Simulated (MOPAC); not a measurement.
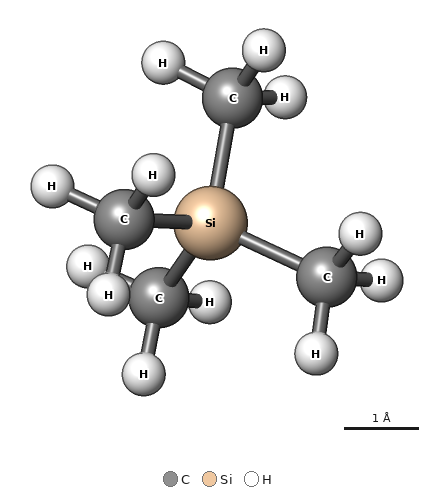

Figure 1. The structure as given in the input (ball-and-stick view, seen at a tilt).

**Single-point calculation, with input and output: C₄H₁₂Si (charge +1)**

The run: single-point calculation of C₄H₁₂Si, charge +1, multiplicity 2. Method and program: AM1, unrestricted (MOPAC 23.2.5).

The geometry was optimised with AM1.

The input (mol.mop)
```
AM1 1SCF DISP CHARGE=1 UHF AUX(PRECISION=9) THREADS=1
C4H12Si energy

C -0.360506 1 0.831538 1 -1.583602 1
Si 0.003120 1 -0.004808 1 0.001840 1
C 1.584131 1 0.622573 1 0.674242 1
C 0.130885 1 -1.808156 1 -0.275559 1
C -1.343379 1 0.334695 1 1.192234 1
H -0.444022 1 1.935075 1 -1.454821 1
H -1.320465 1 0.475819 1 -2.023205 1
H 0.438111 1 0.645542 1 -2.337872 1
H 1.844531 1 0.127460 1 1.637787 1
H 1.541320 1 1.719231 1 0.866239 1
H 2.428656 1 0.442234 1 -0.029750 1
H 0.355328 1 -2.353424 1 0.669774 1
H 0.940138 1 -2.054970 1 -1.000487 1
H -0.817606 1 -2.227712 1 -0.682585 1
H -2.326220 1 -0.028230 1 0.813291 1
H -1.160449 1 -0.165476 1 2.170868 1
H -1.448041 1 1.425754 1 1.392246 1
```

Hardware: 1 thread of Arm Neoverse N1, 90 GiB of memory available, shared host.

Launched with:
```bash
mopac mol.mop
```

Log
```
MOPAC v23.2.5
AM1 CALCULATION RESULTS

 *  AM1        - The AM1 Hamiltonian to be used
 *  UHF        - UNRESTRICTED HARTREE-FOCK CALCULATION
 *
 *
 *
 *                 CHARGE ON SYSTEM = +1
 *
 *
 *
 *  1SCF       - DO 1 SCF AND THEN STOP
 *  THREADS=1  - MULTI-THREADING NOT USED
 *  AUX        - OUTPUT AUXILIARY INFORMATION
 *  DISP       - PRINT DISPERSION AND HYDROGEN BOND ENERGIES
AM1 1SCF DISP CHARGE=1 UHF AUX(PRECISION=9) THREADS=1
 C4H12Si energy

   ATOM   CHEMICAL          X               Y               Z
  NUMBER   SYMBOL      (ANGSTROMS)     (ANGSTROMS)     (ANGSTROMS)

     1       C         -0.36050600  *   0.83153800  *  -1.58360200  *
     2      Si          0.00312000  *  -0.00480800  *   0.00184000  *
     3       C          1.58413100  *   0.62257300  *   0.67424200  *
     4       C          0.13088500  *  -1.80815600  *  -0.27555900  *
     5       C         -1.34337900  *   0.33469500  *   1.19223400  *
     6       H         -0.44402200  *   1.93507500  *  -1.45482100  *
     7       H         -1.32046500  *   0.47581900  *  -2.02320500  *
     8       H          0.43811100  *   0.64554200  *  -2.33787200  *
     9       H          1.84453100  *   0.12746000  *   1.63778700  *
    10       H          1.54132000  *   1.71923100  *   0.86623900  *
    11       H          2.42865600  *   0.44223400  *  -0.02975000  *
    12       H          0.35532800  *  -2.35342400  *   0.66977400  *
    13       H          0.94013800  *  -2.05497000  *  -1.00048700  *
    14       H         -0.81760600  *  -2.22771200  *  -0.68258500  *
    15       H         -2.32622000  *  -0.02823000  *   0.81329100  *
    16       H         -1.16044900  *  -0.16547600  *   2.17086800  *
    17       H         -1.44804100  *   1.42575400  *   1.39224600  *

          CARTESIAN COORDINATES

    NO.       ATOM           X           Y           Z

     1         C         -0.3605      0.8315     -1.5836
     2        Si          0.0031     -0.0048      0.0018
     3         C          1.5841      0.6226      0.6742
     4         C          0.1309     -1.8082     -0.2756
     5         C         -1.3434      0.3347      1.1922
     6         H         -0.4440      1.9351     -1.4548
     7         H         -1.3205      0.4758     -2.0232
     8         H          0.4381      0.6455     -2.3379
     9         H          1.8445      0.1275      1.6378
    10         H          1.5413      1.7192      0.8662
    11         H          2.4287      0.4422     -0.0298
    12         H          0.3553     -2.3534      0.6698
    13         H          0.9401     -2.0550     -1.0005
    14         H         -0.8176     -2.2277     -0.6826
    15         H         -2.3262     -0.0282      0.8133
    16         H         -1.1604     -0.1655      2.1709
    17         H         -1.4480      1.4258      1.3922

           Empirical Formula: C4 H12 Si  =    17 atoms

      MOLECULAR POINT GROUP   :   Td

          UHF CALCULATION, NO. OF ALPHA ELECTRONS =   16
                           NO. OF BETA  ELECTRONS =   15

 -------------------------------------------------------------------------------
 AM1 1SCF DISP CHARGE=1 UHF AUX(PRECISION=9) THREADS=1
 C4H12Si energy

     1SCF WAS SPECIFIED, SO BFGS WAS NOT USED
     SCF FIELD WAS ACHIEVED

                              AM1 CALCULATION

          FINAL HEAT OF FORMATION =        189.55243 KCAL/MOL =     793.08736 KJ/MOL

          TOTAL ENERGY            =     -17347.45281 KCAL/MOL = ELECTRONIC ENERGY + CORE-CORE REPULSION
          ENERGY OF ATOMS         =      17537.00523 KCAL/MOL
                              SUM =        189.55243 KCAL/MOL
          DISPERSION ENERGY       =          0.00000 KCAL/MOL
                              SUM =        189.55243 KCAL/MOL = FINAL HEAT OF FORMATION

          TOTAL ENERGY            =       -752.25675 EV
          ELECTRONIC ENERGY       =      -3181.09318 EV
          CORE-CORE REPULSION     =       2428.83643 EV
          COSMO AREA              =        143.90 SQUARE ANGSTROMS
          COSMO VOLUME            =        141.64 CUBIC ANGSTROMS

          IONIZATION POTENTIAL    =         15.898534 EV
          ALPHA SOMO LUMO (EV)    =        -16.084 -4.842
          BETA  SOMO LUMO (EV)    =        -15.899-10.024
          NO. OF ALPHA ELECTRONS  =         16
          NO. OF BETA  ELECTRONS  =         15
          MOLECULAR WEIGHT        =         88.2243         POINT GROUP:  Td

          MOLECULAR DIMENSIONS (Angstroms)

            Atom       Atom       Distance
            H    12    H     6     4.85223
            H    15    H    11     4.85190
            H    10    H    13     3.44104

          SCF CALCULATIONS        =          1

          WALL-CLOCK TIME         =      0.109 SECONDS
          COMPUTATION TIME        =      0.111 SECONDS

   ATOM   CHEMICAL          X               Y               Z
  NUMBER   SYMBOL      (ANGSTROMS)     (ANGSTROMS)     (ANGSTROMS)

     1       C         -0.36050600  *   0.83153800  *  -1.58360200  *
     2      Si          0.00312000  *  -0.00480800  *   0.00184000  *
     3       C          1.58413100  *   0.62257300  *   0.67424200  *
     4       C          0.13088500  *  -1.80815600  *  -0.27555900  *
     5       C         -1.34337900  *   0.33469500  *   1.19223400  *
     6       H         -0.44402200  *   1.93507500  *  -1.45482100  *
     7       H         -1.32046500  *   0.47581900  *  -2.02320500  *
     8       H          0.43811100  *   0.64554200  *  -2.33787200  *
     9       H          1.84453100  *   0.12746000  *   1.63778700  *
    10       H          1.54132000  *   1.71923100  *   0.86623900  *
    11       H          2.42865600  *   0.44223400  *  -0.02975000  *
    12       H          0.35532800  *  -2.35342400  *   0.66977400  *
    13       H          0.94013800  *  -2.05497000  *  -1.00048700  *
    14       H         -0.81760600  *  -2.22771200  *  -0.68258500  *
    15       H         -2.32622000  *  -0.02823000  *   0.81329100  *
    16       H         -1.16044900  *  -0.16547600  *   2.17086800  *
    17       H         -1.44804100  *   1.42575400  *   1.39224600  *

                             CARTESIAN COORDINATES

   1    C       -0.360506000     0.831538000    -1.583602000
   2   Si        0.003120000    -0.004808000     0.001840000
   3    C        1.584131000     0.622573000     0.674242000
   4    C        0.130885000    -1.808156000    -0.275559000
   5    C       -1.343379000     0.334695000     1.192234000
   6    H       -0.444022000     1.935075000    -1.454821000
   7    H       -1.320465000     0.475819000    -2.023205000
   8    H        0.438111000     0.645542000    -2.337872000
   9    H        1.844531000     0.127460000     1.637787000
  10    H        1.541320000     1.719231000     0.866239000
  11    H        2.428656000     0.442234000    -0.029750000
  12    H        0.355328000    -2.353424000     0.669774000
  13    H        0.940138000    -2.054970000    -1.000487000
  14    H       -0.817606000    -2.227712000    -0.682585000
  15    H       -2.326220000    -0.028230000     0.813291000
  16    H       -1.160449000    -0.165476000     2.170868000
  17    H       -1.448041000     1.425754000     1.392246000

           Empirical Formula: C4 H12 Si  =    17 atoms

      MOLECULAR POINT GROUP   :   Td

          ALPHA EIGENVALUES
 -36.07232 -34.05796 -33.14436 -33.10655 -20.51222 -20.10262 -20.09625 -19.14558
 -18.45870 -18.44159 -17.89198 -17.86204 -17.61495 -17.18205 -16.11148 -16.08433
  -4.84245  -3.52869  -3.50329  -2.87377  -1.86636  -1.85910  -1.14072  -0.24130
  -0.20927  -0.17282  -0.14863  -0.12132  -0.09805   0.71413   0.79511   0.82380

           BETA EIGENVALUES
 -35.11119 -33.50858 -32.98312 -32.96374 -19.80320 -19.80112 -19.24012 -18.70652
 -18.38796 -18.36839 -17.58980 -17.58161 -17.55541 -15.90843 -15.89853 -10.02410
  -4.18898  -3.39339  -3.39155  -2.76616  -1.58606  -1.58385  -0.83223  -0.16327
  -0.15206  -0.10495  -0.09827  -0.08350  -0.07457   0.75874   0.83716   0.86170

              NET ATOMIC CHARGES AND DIPOLE CONTRIBUTIONS

  ATOM NO.   TYPE          CHARGE      No. of ELECS.   s-Pop       p-Pop
    1          C          -0.588891        4.5889     1.27791     3.31098
    2         Si           1.335212        2.6648     0.82941     1.83537
    3          C          -0.593281        4.5933     1.27748     3.31580
    4          C          -0.595651        4.5957     1.27727     3.31838
    5          C          -0.388677        4.3887     1.30409     3.08459
    6          H           0.128814        0.8712     0.87119
    7          H           0.128923        0.8711     0.87108
    8          H           0.171332        0.8287     0.82867
    9          H           0.128916        0.8711     0.87108
   10          H           0.128163        0.8718     0.87184
   11          H           0.169610        0.8304     0.83039
   12          H           0.128604        0.8714     0.87140
   13          H           0.168701        0.8313     0.83130
   14          H           0.128073        0.8719     0.87193
   15          H           0.183054        0.8169     0.81695
   16          H           0.185012        0.8150     0.81499
   17          H           0.182086        0.8179     0.81791
 DIPOLE           X         Y         Z       TOTAL
 POINT-CHG.    -1.882     0.521     1.615     2.534
 HYBRID        -0.016    -0.001     0.018     0.024
 SUM           -1.898     0.520     1.633     2.557

          ATOMIC ORBITAL ELECTRON POPULATIONS

     Atom    s        px        py        pz
    1  C   1.27791   1.10035   1.11314   1.09749
    2 Si   0.82941   0.55343   0.70195   0.57999
    3  C   1.27748   1.09856   1.10677   1.11047
    4  C   1.27727   1.08764   1.14297   1.08777
    5  C   1.30409   0.96503   1.12273   0.99683
    6  H   0.87119
    7  H   0.87108
    8  H   0.82867
    9  H   0.87108
   10  H   0.87184
   11  H   0.83039
   12  H   0.87140
   13  H   0.83130
   14  H   0.87193
   15  H   0.81695
   16  H   0.81499
   17  H   0.81791

                    (SZ)    =    0.500000
                    (S**2)  =    0.764847

          ATOMIC ORBITAL SPIN POPULATIONS

    Atom   Total    s     px     py     pz
         Atomic
    1  C  0.0966  0.007  0.007  0.010  0.074
    2 Si -0.0069 -0.048  0.036 -0.023  0.028
    3  C  0.0828  0.006  0.068  0.006  0.003
    4  C  0.0756  0.005  0.015  0.039  0.017
    5  C  0.6913  0.046  0.330  0.047  0.269
    6  H -0.0055 -0.006
    7  H -0.0054 -0.005
    8  H  0.0334  0.033
    9  H -0.0044 -0.004
   10  H -0.0046 -0.005
   11  H  0.0324  0.032
   12  H -0.0039 -0.004
   13  H  0.0318  0.032
   14  H -0.0041 -0.004
   15  H -0.0033 -0.003
   16  H -0.0008 -0.001
   17  H -0.0046 -0.005

 *                    *
 * JOB ENDED NORMALLY *
 *                    *

 TOTAL JOB TIME:             0.12 SECONDS

 == MOPAC DONE ==
```

Results in brief

```json
{"quantity": "outcome", "value": "converged"}
{"quantity": "total energy", "value": "−27.644926 hartree"}
{"quantity": "dispersion energy", "value": "0.000000 hartree"}
{"quantity": "heat of formation", "value": "189.55 kcal/mol"}
{"quantity": "basis functions", "value": "32"}
{"quantity": "⟨S²⟩", "value": "0.765"}
{"quantity": "peak memory", "value": "0.094 GiB"}
```

Notes

MOPAC's energies along a path are heats of formation.
